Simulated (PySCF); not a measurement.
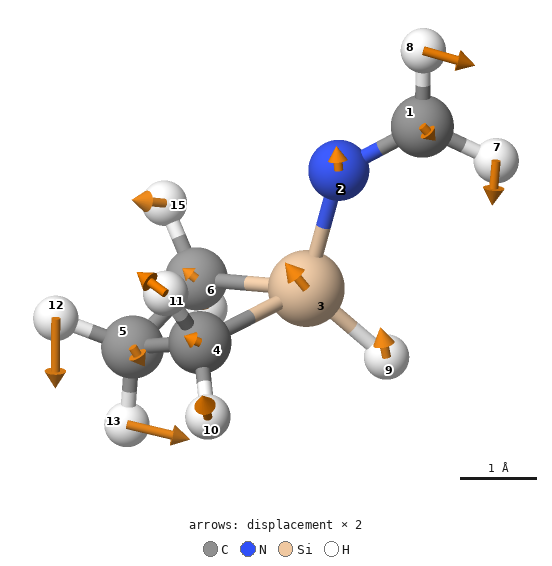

A relaxation of C₄H₉NSi. The starting structure is drawn; orange arrows show the displacements, magnified 2 times. The two geometries are superimposed by the best rigid fit.

A ball-and-stick model, seen from a free direction.

The start comes from GFN2-xTB. Its atoms were then displaced at random by about 0.01 Å.

Theory: PBE0-D3(BJ)/def2-SVP geometry optimisation, gas phase in PySCF. 

Atoms of which element are displaced furthest, and by how much?

Hydrogen: up to 0.49 Å, against 0.23 Å for silicon.

Describe the change and its energy.

The largest move after the best rigid fit is that of an H atom, 0.49 Å. Largest moves by element: H 0.49 Å, Si 0.23 Å, N 0.17 Å, C 0.16 Å. Among the contacts that change: H–Si 1.450 → 1.505 Å, C–H 1.066 → 1.107 Å, N–Si 1.734 → 1.758 Å, C–Si 1.863 → 1.886 Å. Among the angles between lasting bonds that change: C–N–Si 134.0° → 124.9°, N–Si–H 118.5° → 110.8°, Si–C–H 116.6° → 109.5°. The energy falls by 5.53 kcal/mol in 12 geometry steps.
